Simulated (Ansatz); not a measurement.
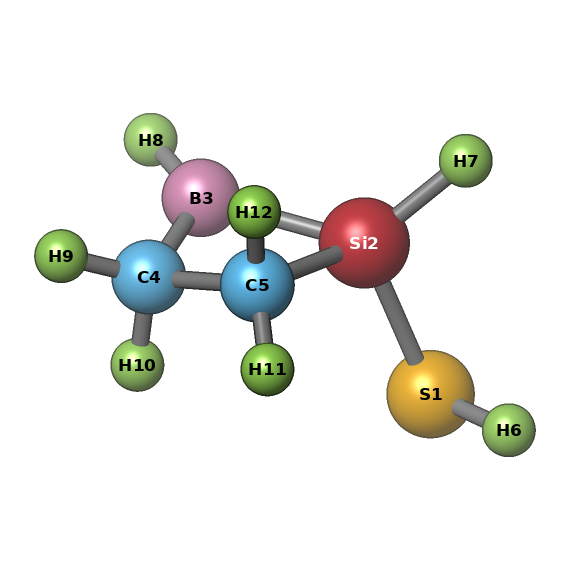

Depth is shown by fading: the farther an atom, the more it takes the colour of the background. The geometry was computed by an optimisation with PBE0-D4/def2-TZVP. No frequency run is at hand to confirm it as a minimum.

Q: Find the stereocentres and stereogenic double bonds.

A: Centres: Si2.

Q: Give the R/S and E/Z labels.

A: Si2: S (priorities S1 > C5 > B3 > H7).
